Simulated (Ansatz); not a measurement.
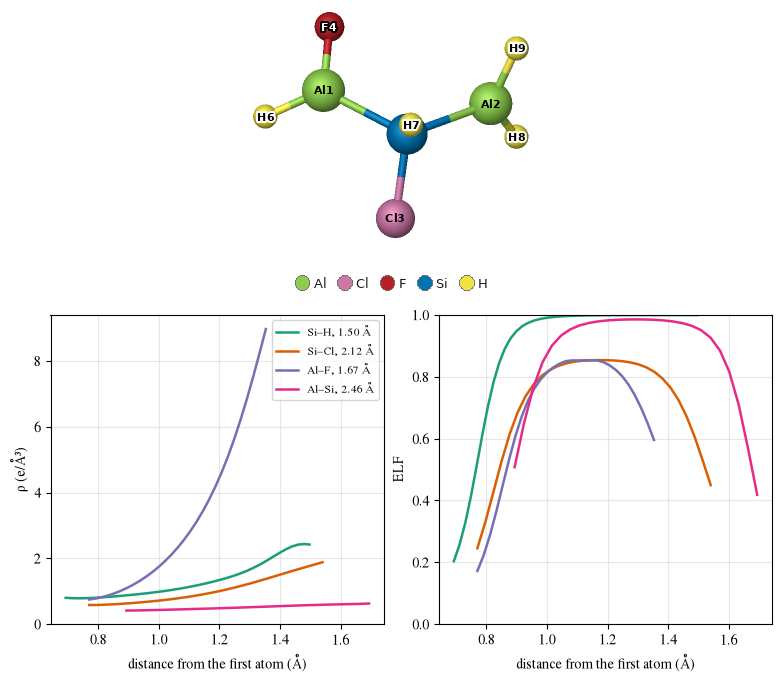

Figure 1: Al₂ClFH₄Si. Electron density and electron localisation function along straight lines between neighbouring atoms. The curves leave out the atomic cores. The structure is drawn too.

Geometry: B3LYP/6-31G*.

All numbers below come from isolated molecule in a Gaussian basis; Kohn-Sham density functional theory, functional PBE0 (Ansatz 0.2.0).

Input

```
crystal:
  periodic: [false, false, false]
  atoms:
    - {symbol: Al, position_ang: [-2.015298, -0.989179, 1.303149]}
    - {symbol: Al, position_ang: [0.546816, -3.578104, -0.733930]}
    - {symbol: Cl, position_ang: [-3.240986, -3.875714, -0.629083]}
    - {symbol: F, position_ang: [-0.682272, -0.061014, 1.671510]}
    - {symbol: Si, position_ang: [-1.554457, -3.278982, 0.517150]}
    - {symbol: H, position_ang: [-3.429630, -0.288246, 1.452293]}
    - {symbol: H, position_ang: [-1.553560, -4.171678, 1.719492]}
    - {symbol: H, position_ang: [0.558840, -3.586967, -2.321871]}
    - {symbol: H, position_ang: [1.898579, -3.691734, 0.096992]}
basis:
  gaussian: {orbitals: def2-TZVPD}
hamiltonian: {xc: {name: PBE0}}
output: {forces: true, orbitals: {seedname: orbitals}}
```

Launched as:

```sh
ansatz run input.yaml --threads 1 --pin off --max-ram 2610MiB --events-out events.jsonl --progress --plain --runs-dir runs
```

What can be read from the curves?

Si–H (1.50 Å): ρ is about 0.79 e/Å³ halfway; the ELF climbs to about 1 towards the hydrogen, as it does in any bond to H.
Si–Cl (2.12 Å): ρ is about 0.78 e/Å³ halfway; the ELF peaks at about 0.85 between the atoms, as expected for a shared but strongly polarised pair.
Al–F (1.67 Å): ρ is about 0.87 e/Å³ halfway; the ELF peaks at about 0.85 in the valence shell of F, 0.6 Å from its nucleus, and is about 0.35 at the midpoint.
Al–Si (2.46 Å): ρ is about 0.49 e/Å³ halfway; the ELF peaks at about 1 between the atoms: localised, covalent bonding.
